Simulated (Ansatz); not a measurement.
In doubt: masses and optical values from hybrid runs of this build are listed as unsure (in some of the runs), which bears on the screening that GW takes from such a start.

System: SnO2 (Pnnm).

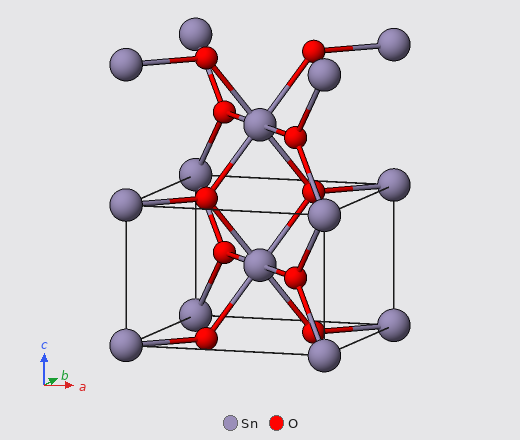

The structure (tin purple, oxygen red). 1×1×2 cells are drawn. Some periodic images of atoms are drawn too.

```
Sn O
1.0
     4.78800    0.00000    0.00000
     0.00000    4.86658    0.00000
     0.00000    0.00000    3.24090
Sn O
2 4
Direct
  0.50000 0.50000 0.50000
  0.00000 0.00000 0.00000
  0.29185 0.32104 0.00000
  0.79185 0.17896 0.50000
  0.20814 0.82104 0.50000
  0.70815 0.67896 0.00000
```

The cell and positions are those that the Materials Project relaxed with its own functionals (PBE, PBE+U or r2SCAN), kept fixed. This is not the form that SnO2 usually takes at ambient conditions.

Gaps computed with Ansatz 0.2.0 without a self-energy: HSE06 2.43 eV, r2SCAN 1.41 eV and PBE0 3.14 eV.

Estimate the G0W0@HSE06 gap with 4×4×6 mesh, 277 empty bands, screening to 138 eV, PAW set soft_1 files.

About 2.96 eV: on its mesh the run moves the gap from 2.42 eV by +0.53 eV. Among the scalar-relativistic levels given, PBE0 is nearest (+0.18 eV). Bands and cutoff are finite, so the gap is not at the basis limit. The miss can reach some tenths of an eV and take either sign; the mesh is an error of its own. The many-body steps are scalar-relativistic: spin-orbit coupling is not in them.

[Paths, hosts, dates, memory and timing lines, banners, echoed tables and standing remarks are left out of the program output.]

[Logs are printed without paths, hosts, clocks, repeated set-up lines and the standing remarks that a program may print on its own settings, such as how far it seeks lower states.]

[Runs of the session that timed out or met a known fault of the program may be left out.]

[Cells called generated may have been cut or substituted from an entry of the Crystallography Open Database or the Materials Project.]

[Hosts, paths, dates, database ids (printed as entryN), source tags and the programs' standing remarks are cut or masked in the printed files.]
